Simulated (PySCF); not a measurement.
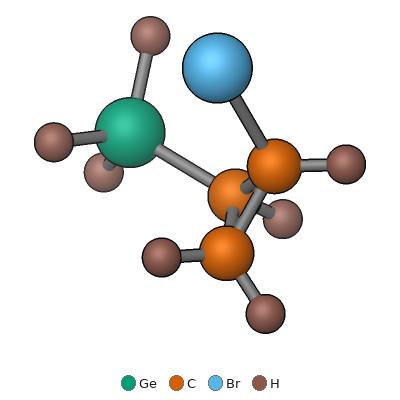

Structure of C₃H₇BrGe, SMILES [GeH3][C@@H]1C[C@@H]1Br, singlet.

Vertical TDDFT excitations, CAM-B3LYP/def2-SVPD, PySCF 2.14.0, at a GFN2-xTB geometry (no frequency check), gas phase.

> Predict the low-lying singlet excitations and the spectrum.

The lowest singlet lies at 5.84 eV (212 nm, f = 0.001); the brightest of the first 8 is S5 at 7.69 eV (161 nm), f = 0.117, mainly HOMO−1 → LUMO+1 (68 %). No singlet lies below 3.1 eV (beyond 400 nm), so at this level no vertical transition falls in the visible.


| state | E (eV) | λ (nm) | f | main character |
| --- | --- | --- | --- | --- |
| S1 | 5.84 | 212 | 0.001 | HOMO → LUMO (84 %) |
| S2 | 6.17 | 201 | 0.001 | HOMO−1 → LUMO (83 %) |
| S3 | 7.36 | 168 | 0.019 | HOMO → LUMO+1 (69 %) |
| S4 | 7.58 | 164 | 0.065 | HOMO−2 → LUMO (76 %) |
| S5 | 7.69 | 161 | 0.117 | HOMO−1 → LUMO+1 (68 %) |
| S6 | 7.80 | 159 | 0.005 | HOMO−3 → LUMO (77 %) |
| S7 | 7.91 | 157 | 0.006 | HOMO → LUMO+2 (46 %) |
| S8 | 8.01 | 155 | 0.017 | HOMO → LUMO+5 (38 %) |

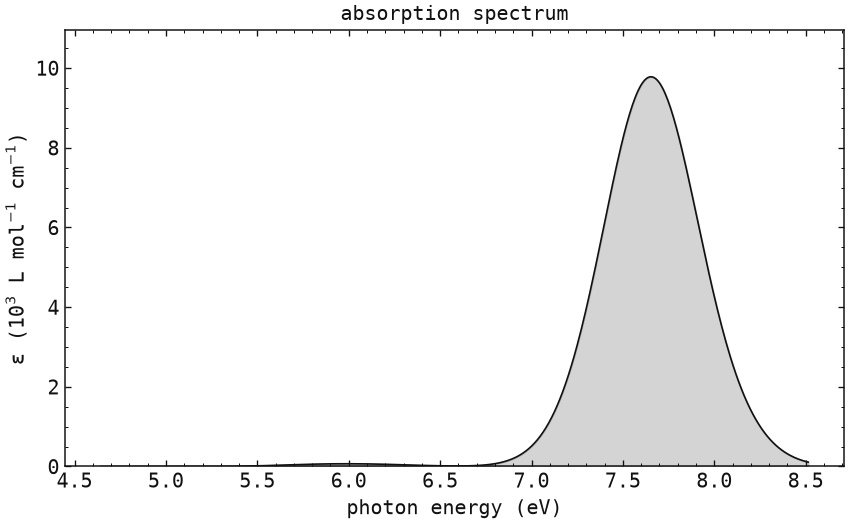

Only the first 8 singlet excitations are included; each is broadened by a Gaussian of 1/e half-width 0.33 eV.

Caveats: the tight-binding geometry is rougher than a DFT one and adds to the error; spin-orbit coupling is left out, and with Br it can shift these levels and split any degenerate set; core orbitals are frozen in the response.
